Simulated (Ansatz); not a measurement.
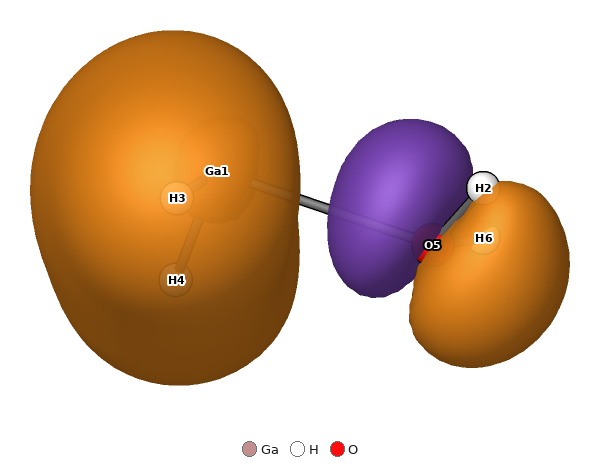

GaH4O (doublet). The HOMO−1 (β) at ±0.08 Å⁻³ᐟ² (orange and purple are the two phases), seen from one side.

Computed with Ansatz 0.2.0, UKS PBE0-D4/def2-SVP.

```csv
atom,x (Å),y (Å),z (Å)
Ga,-0.0760,-0.4896,0.0187
H,0.7147,-0.3544,2.6019
H,1.2533,0.3253,-0.2985
H,-1.5062,0.1409,-0.2748
O,-0.0772,-0.0060,2.1723
H,-0.8230,-0.4172,2.6275
```

Describe this orbital and give its energy.

Answer. By Hirshfeld shares it lies mainly on Ga1 (about 40 %), O5 (about 25 %), H3 (about 15 %) and H4 (about 15 %). Its energy is −9.96 eV.
